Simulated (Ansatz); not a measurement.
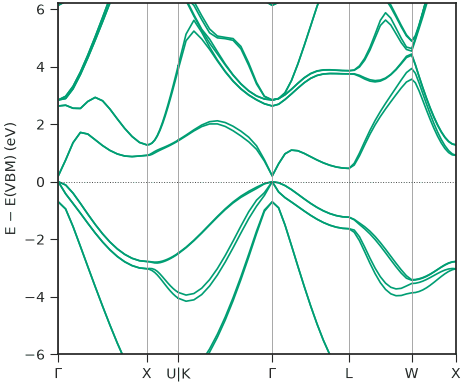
Band structure from the program Ansatz at the r²SCAN with spin–orbit coupling level (PAW)

Task: Read off the gap and where the band edges lie.

Result: About 0.2 eV (0.20 eV by a search for the band edges); maximum at Γ, minimum at Γ.

The material is GaSb (zinc blende, F-43m).

The r²SCAN relaxation kept the symmetry of its start.

Potentials: the later of the program's two PAW sets.
